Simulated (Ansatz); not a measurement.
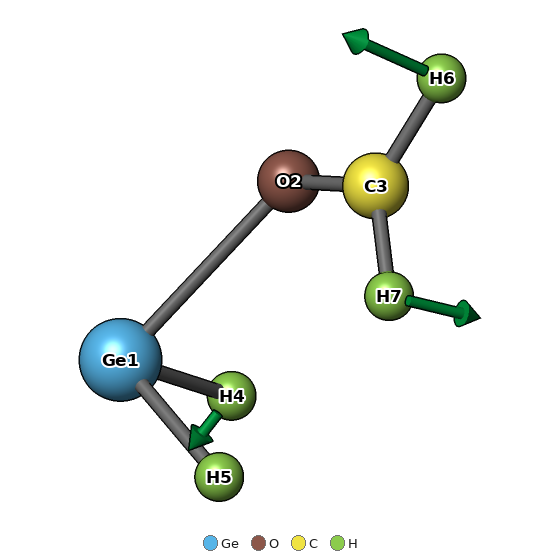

The arrows show one normal mode. Harmonic vibrations computed with RKS PBE0-D4/def2-TZVP (Ansatz 0.2.0) at a stationary point of the same level.

### Describe the motion.

A torsion or out-of-plane motion in which bond lengths and bond angles hardly change.

### Estimate its harmonic wavenumber.

355 cm⁻¹; it is mode 4 of 15 counted from the lowest.
